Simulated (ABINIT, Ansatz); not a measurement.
# A GW chain in ABINIT: SiC (P6_3mc), part 3 of 3

Wanted: ground state, empty states, screening and self-energy for SiC (P6_3mc).

ABINIT 10.8.3; PBE and many-body steps on it, plane waves. Known limits of the many-body steps: not at the basis limit.

So far. Step 4 (Empty states on the mesh, 6×6×4 mesh, 552 bands): On this mesh the gap is 2.275 eV. Step 5 (Screening, 6×6×4 mesh, 544 bands, screening to 381 eV): Local fields lower ε∞ by 9 %.

## Step 6: Self-energy, 6×6×4 mesh, 544 bands, screening to 381 eV

The self-energy is evaluated for the states that the input lists, and the levels follow from it, in one-shot runs by the linearised quasiparticle equation.

This step: G0W0 on PBE, plane waves, norm-conserving pseudopotentials.

run.abi reads:

```
acell 3*1.0 Angstrom
rprim 
  3.073513928196 0.000000000001 0.000000000000
  -1.536756964099 2.661741140703 0.000000000000
  0.000000000000 0.000000000000 5.045247710000
ntypat 2
znucl 14 6
natom 4
typat 1 1 2 2
xred 
  0.333333333333 0.666666666667 0.499602400000
  0.666666666667 0.333333333333 0.999602400000
  0.333333333333 0.666666666667 0.875397600000
  0.666666666667 0.333333333333 0.375397600000
pp_dirpath "pseudos"
pseudos "Si.upf, C.upf"
ecut 37
ngkpt 6 6 4
nshiftk 1
shiftk 0 0 0
kptopt 1
chksymbreak 0
istwfk *1
occopt 1
irdwfk 1
optdriver 4
nband 544
gwcalctyp 0
ecutsigx 37
symsigma 1
nkptgw 3
kptgw 
  0.0000000000 0.0000000000 0.0000000000
  0.3333333333 0.3333333333 0.0000000000
  0.5000000000 0.0000000000 0.0000000000
bdgw 
  7 10
  6 10
  7 10
ecuteps 14
irdscr 1
ppmodel 1
indata_prefix "in"
outdata_prefix "out"
tmpdata_prefix "tmp"
```

Run with:

```sh
OMP_NUM_THREADS=1 mpirun -n 8 abinit run.abi > log
```

Numbers of over 12 decimals in the logs are rounded to 6 here.

The program printed:

```text
.Version 10.8.3 of ABINIT. v10.8.2 released Aug 2026.

 Symmetries : space group P6_3 m c (#186); Bravais hP (primitive hexag.)
[... echo of the input left out ...]
== DATASET  1 ==================================================================
-   mpi_nproc: 8, omp_nthreads: 1 (-1 if OMP is not activated)

--- !DatasetInfo
iteration_state: {dtset: 1, }
dimensions: {natom: 4, nkpt: 21, mband: 544, nsppol: 1, nspinor: 1, nspden: 1, mpw: 3015, }
cutoff_energies: {ecut:  37.0, pawecutdg:  -1.0, }
electrons: {nelect:   1.60000000E+01, charge:   0.00000000E+00, occopt:   1.00000000E+00, tsmear:   1.00000000E-02, }

 SIGMA: Calculation of the GW corrections

 Based on a program developped by R.W. Godby, V. Olevano, G. Onida, and L. Reining.
 Incorporated in ABINIT by V. Olevano, G.-M. Rignanese, and M. Torrent.
.Using double precision arithmetic ; gwpc =  8

[... cell and pseudopotentials left out ...]
--------------------------------------------------------------------------------

 ==== K-mesh for the wavefunctions ====
 Number of points in the irreducible wedge :    21
[... list of points left out ...]
 Together with 12 symmetry operations and time-reversal symmetry
 yields   144 points in the full Brillouin Zone.

 ==== Q-mesh for screening function ====
 Number of points in the irreducible wedge :    21
[... list of points left out ...]
 Together with 12 symmetry operations and time-reversal symmetry
 yields   144 points in the full Brillouin Zone.

 vcoul_init : cutoff-mode = AUXILIARY_FUNCTION
 q-points for optical limit:   1
     1)      0.000010    0.000020    0.000030
 setmesh: FFT mesh size selected  =    27x   27x   54
          total number of points  =        39366

 Number of electrons calculated from density =   16.0000; Expected =   16.0000
 average of density, n =  0.057443
 r_s =    1.6078
 omega_plasma =   23.1193 [eV]

 === KS Band Gaps ===
  >>>> For spin  1
   Minimum direct gap =   3.9851 [eV], located at k-point      :   0.5000  0.0000  0.0000
   Fundamental gap    =   2.2753 [eV], Top of valence bands at :   0.0000  0.0000  0.0000
                                       Bottom of conduction at :   0.3333  0.3333  0.0000
 SIGMA fundamental parameters:
 PLASMON POLE MODEL  1
 number of plane-waves for SigmaX                 2973
 number of plane-waves for SigmaC and W            701
 number of plane-waves for wavefunctions          2973
 number of bands                                   544
 number of independent spin polarizations            1
 number of spinorial components                      1
 number of k-points in IBZ                          21
 number of q-points in IBZ                          21
 number of symmetry operations                      12
 number of k-points in BZ                          144
 number of q-points in BZ                          144
 number of frequencies for dSigma/dE                 9
 frequency step for dSigma/dE [eV]                0.25
 number of omega for Sigma on real axis              0
 max omega for Sigma on real axis  [eV]           0.00
 zcut for avoiding poles [eV]                     0.10

 EPSILON^-1 parameters (SCR file):
 dimension of the eps^-1 matrix on file            701
 dimension of the eps^-1 matrix used               701
 number of plane-waves for wavefunctions          2973
 number of bands                                   544
 number of q-points in IBZ                          21
 number of frequencies                               2
 number of real frequencies                          1
 number of imag frequencies                          1

 matrix elements of self-energy operator (all in [eV])

 Perturbative Calculation

--- !SelfEnergy_ee
iteration_state: {dtset: 1, }
kpoint     : [   0.000,    0.000,    0.000, ]
spin       : 1
KS_gap     :    4.820
QP_gap     :    5.756
Delta_QP_KS:    0.935
data: !SigmaeeData |
     Band     E0 <VxcDFT>   SigX SigC(E0)      Z dSigC/dE  Sig(E)    E-E0       E
        7   7.012 -15.027 -17.600   1.696   0.791  -0.264 -15.721  -0.693   6.318
        8   7.012 -15.027 -17.600   1.696   0.791  -0.264 -15.721  -0.693   6.318
        9  11.832 -12.163  -6.994  -4.869   0.806  -0.241 -11.921   0.242  12.074
       10  13.231 -12.779  -7.194  -5.350   0.792  -0.262 -12.593   0.186  13.418

--- !SelfEnergy_ee
iteration_state: {dtset: 1, }
kpoint     : [   0.333,    0.333,    0.000, ]
spin       : 1
KS_gap     :    6.117
QP_gap     :    7.228
Delta_QP_KS:    1.111
data: !SigmaeeData |
     Band     E0 <VxcDFT>   SigX SigC(E0)      Z dSigC/dE  Sig(E)    E-E0       E
        6   2.959 -13.062 -17.039   2.709   0.780  -0.282 -14.051  -0.989   1.969
        7   2.959 -13.062 -17.039   2.709   0.780  -0.282 -14.051  -0.989   1.969
        8   3.170 -13.150 -17.127   2.699   0.781  -0.281 -14.148  -0.998   2.172
        9   9.287  -9.908  -5.628  -4.142   0.824  -0.213  -9.794   0.113   9.400
       10  15.194 -12.311  -6.198  -5.571   0.792  -0.263 -11.882   0.430  15.623

--- !SelfEnergy_ee
iteration_state: {dtset: 1, }
kpoint     : [   0.500,    0.000,    0.000, ]
spin       : 1
KS_gap     :    3.985
QP_gap     :    4.973
Delta_QP_KS:    0.988
data: !SigmaeeData |
     Band     E0 <VxcDFT>   SigX SigC(E0)      Z dSigC/dE  Sig(E)    E-E0       E
        7   3.715 -12.813 -16.235   2.252   0.787  -0.270 -13.734  -0.921   2.795
        8   5.813 -14.520 -17.600   2.027   0.789  -0.268 -15.351  -0.831   4.982
        9   9.798 -10.579  -6.048  -4.339   0.821  -0.219 -10.422   0.157   9.955
       10  11.240 -11.760  -6.959  -4.476   0.809  -0.237 -11.497   0.263  11.502

== END DATASET(S) ==============================================================
================================================================================

 -outvars: echo values of variables after computation  --------
           etotal      0.0000000000E+00
            nband         544
             nkpt          21
          spgroup         186
 [... the other variables as echoed above ...]

 Calculation completed.
```

Elapsed: 10 min, on 8 MPI ranks of Arm Neoverse V1, shared host; peak memory 12 GiB; 81 min of CPU time.

Numbers from this step:

* G0W0 gap on the points computed: 3.082 eV
* starting gap on the mesh: 2.275 eV
* k of the valence top: 0, 0, 0
* k of the conduction bottom: 0.3333, 0.3333, 0
* Z at the valence top: 0.791
* Z at the conduction bottom: 0.824
* least direct G0W0 gap on the computed points: 4.973 eV

The gap on the mesh goes from 2.28 eV to 3.08 eV, a correction of +0.81 eV.

Limits: finite bands, cutoff and mesh. v1 is the top filled band, c1 the lowest empty one. Levels before and after the correction, in eV, zero at the valence-band top of each column:

|  | conduction bottom | valence top |
| --- | --- | --- |
| Kohn-Sham | 2.28 | 0.00 |
| G0W0 | 3.08 | 0.00 |

|  | level | energy (eV) |
| --- | --- | --- |
| Kohn-Sham | Γ v2-v1 | 0.000 |
| Kohn-Sham | Γ c1 | 4.820 |
| Kohn-Sham | Γ c2 | 6.220 |
| Kohn-Sham | (0.333 0.333 0) v3-v2 | -4.053 |
| Kohn-Sham | (0.333 0.333 0) v1 | -3.842 |
| Kohn-Sham | (0.333 0.333 0) c1 | 2.275 |
| Kohn-Sham | (0.333 0.333 0) c2 | 8.182 |
| G0W0 | Γ v2-v1 | 0.000 |
| G0W0 | Γ c1 | 5.756 |
| G0W0 | Γ c2 | 7.100 |
| G0W0 | (0.333 0.333 0) v3-v2 | -4.349 |
| G0W0 | (0.333 0.333 0) v1 | -4.146 |
| G0W0 | (0.333 0.333 0) c1 | 3.082 |
| G0W0 | (0.333 0.333 0) c2 | 9.305 |

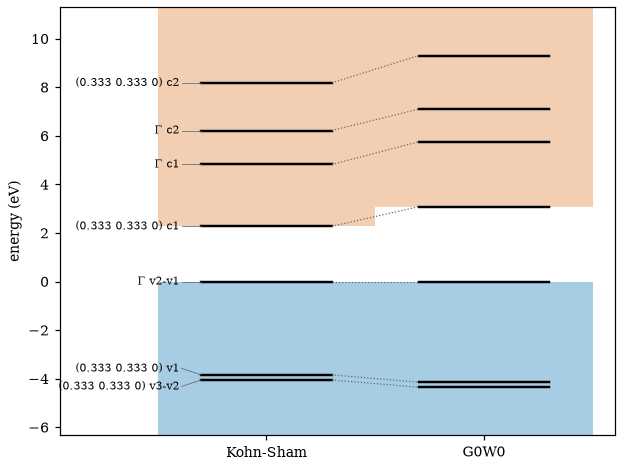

Levels before and after the correction. Shaded: valence and conduction bands.

## Step 7: Where the time went

Times are wall times on 8 MPI ranks of Arm Neoverse V1, shared host, good to a factor of about two.

| step | time | share | memory (GiB) |
| --- | --- | --- | --- |
| ground state | 5.2 s | 0 % | 0.53 |
| bands along the symmetry lines | 8.1 s | 0 % | 0.51 |
| empty states on the mesh | 70 s | 3 % | 4.5 |
| screening | 31 min | 73 % | 9.3 |
| self-energy | 10 min | 24 % | 12 |

## Step 8: Outcome

| Item | Value |
| --- | --- |
| PBE gap | 2.28 eV, indirect |
| G0W0 gap on the mesh | 3.08 eV |
| GW settings | 6×6×4 mesh, 544 bands, screening to 381 eV, Godby-Needs plasmon pole |
| known limits | not at the basis limit |

**Reading.** G0W0 moves the gap on the mesh from 2.28 eV to 3.08 eV (+0.81 eV), with Z of 0.79 and 0.82 at the edges. Local fields lower the RPA ε∞ on this mesh from 7.51 to 6.85. Only 3 of the mesh's irreducible points were corrected, so a valley elsewhere could overtake. The dearest step here is «screening». Against experiment, by G0W0@PBE: the gap of 3.08 eV lies −0.25 eV from the measured 3.33 eV (kind not stated, quoted 2020). The calculation has static nuclei and no excitons; a measured gap holds zero-point and thermal motion, which mostly lowers it. Bands and cutoff are finite, so the gap is not at the basis limit. The miss can reach some tenths of an eV and take either sign; the mesh is an error of its own. In the G0W0 run levels were corrected at 3 k points alone, so a gap called «on the mesh» is the least over those, and an edge elsewhere would be missed.

[Paths, hosts, dates, memory and timing lines, banners, echoed tables and standing remarks are left out of the program output.]

[Logs are printed without paths, hosts, clocks, repeated set-up lines and the standing remarks that a program may print on its own settings, such as how far it seeks lower states.]

[Runs of the session that timed out or met a known fault of the program may be left out.]

[Hosts, paths, dates, database ids (printed as entryN), source tags and the programs' standing remarks are cut or masked in the printed files.]

[G0W0 gaps are taken among the corrected bands and points alone; a level outside them can change the order at an edge.]

[Where Ansatz stands beside ABINIT at settings called matched, ABINIT's density can come from a denser mesh and the files from another edition; pairs whose starting gaps differed by over 0.03 eV were left out, so agreement reads better than it is.]
